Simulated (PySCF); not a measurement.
Consider C6H9NO (SMILES C#CCC(=O)NCC).

```xyz
17

C     2.9885    0.6596    0.0855
C     2.3618   -0.2932    0.4515
C     1.5724   -1.4247    0.8792
C     0.0610   -1.1735    0.8232
O    -0.7070   -1.7105    1.5903
N    -0.3227   -0.3607   -0.1812
C    -1.6905    0.0651   -0.3703
C    -1.8536    1.5576   -0.1061
H     3.5581    1.4853   -0.2208
H     1.7862   -2.2849    0.2361
H     1.8305   -1.6999    1.9045
H     0.3913    0.1042   -0.7225
H    -2.2950   -0.5161    0.3293
H    -2.0027   -0.1731   -1.3931
H    -1.2381    2.1366   -0.7919
H    -1.5560    1.7927    0.9129
H    -2.8914    1.8477   -0.2433
```

Geometry: GFN2-xTB.

Theory: PBE0/def2-SVPD, SCF density, gas phase (PySCF).

### Predict the electron density and electron localisation function between the atoms.

C–C (1.20 Å): the density is about 2.7 e/Å³ at the midpoint; the ELF peaks at about 0.80 between the atoms; a short, multiple covalent bond.
C–H (1.05 Å): the density is about 2.1 e/Å³ at the midpoint; the ELF climbs to about 1 towards the hydrogen, as it does in any bond to H (a covalent bond by its length).

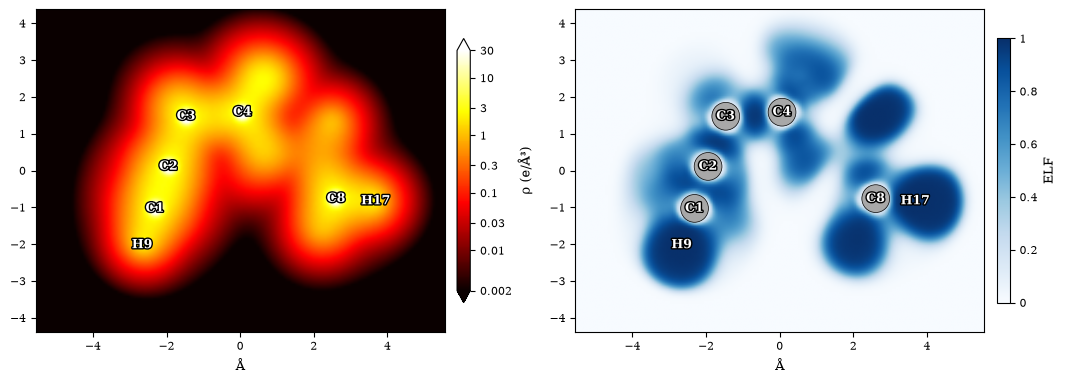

Computed electron density and electron localisation function on the plane of atoms C2, C3 and C4, in this order. Grey discs cover the atomic cores in the ELF map. 
